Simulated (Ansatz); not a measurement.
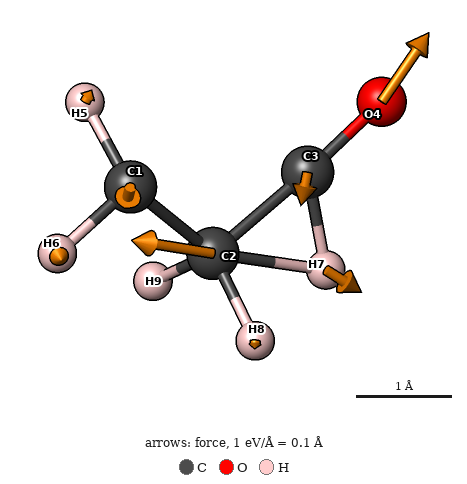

Starting geometry of C$_{3}$H$_{5}$O (charge +1) with the computed forces as orange arrows. Style: ball-and-stick. Shown at a tilt.

The run prepares an end point of a later path (hydrogen shift) calculation, from a guessed geometry.

Level of theory: RKS PBE-D4/def2-SVP (Ansatz).

Input
```yaml
crystal:
  periodic: [false, false, false]
  atoms:
    - { symbol: C, position_ang: [-0.49523, 0.50646, -0.70939] }
    - { symbol: C, position_ang: [-0.14013, -0.36849, 0.52673] }
    - { symbol: C, position_ang: [1.23149, -0.47364, 0.64786] }
    - { symbol: O, position_ang: [2.34578, -0.5162, 0.68485] }
    - { symbol: H, position_ang: [-0.12061, 0.06329, -1.62753] }
    - { symbol: H, position_ang: [-1.57839, 0.56748, -0.772] }
    - { symbol: H, position_ang: [0.72052, -0.78758, 1.55805] }
    - { symbol: H, position_ang: [-0.56206, 0.07952, 1.43947] }
    - { symbol: H, position_ang: [-0.58315, -1.37051, 0.41891] }
total_charge: 1
basis:
  gaussian: { orbitals: def2-SVP }
hamiltonian:
  xc: pbe
  dispersion: d4
relax:
  f_tol: 0.02
  max_steps: 50
```

Run as
```bash
ansatz run input.yaml --threads 1 --pin off --max-ram 2048MiB --backend cpu --events-out ev --progress --plain --runs-dir out
```

Q: What follows when this structure is relaxed?

A: It isn't relaxed: the largest force vector, on C2, is 10.39 eV/Å. The final displacements have little in common with the starting forces (cosine between the two patterns 0.04). The atom that moves furthest after the best rigid fit is H7 (1.51 Å). Largest moves by element: H 1.51 Å, O 0.62 Å, C 0.46 Å. Some distances before and after: C2–H7 1.407 → 2.425 Å, C2–C3 1.381 → 1.780 Å, C1–C2 1.556 → 1.396 Å, C3–O4 1.116 → 1.169 Å. Bond angles that change, for instance: C2–C3–O4 176.2° → 116.7°, C2–C3–H7 68.3° → 111.6°, O4–C3–H7 115.4° → 131.4°. After 25 accepted moves (29 points after the start) the energy has fallen by 130.0 kcal/mol. Largest force component: 8.9 eV/Å at the start, 0.017 eV/Å at the end. The line search rejected the trial steps at points 14, 20, 23, 26 of the run. The run took 31 s on 1 thread of Intel(R) Xeon(R) 6975P-C (Granite Rapids), with other jobs on the host, peak memory 0.15 GiB.
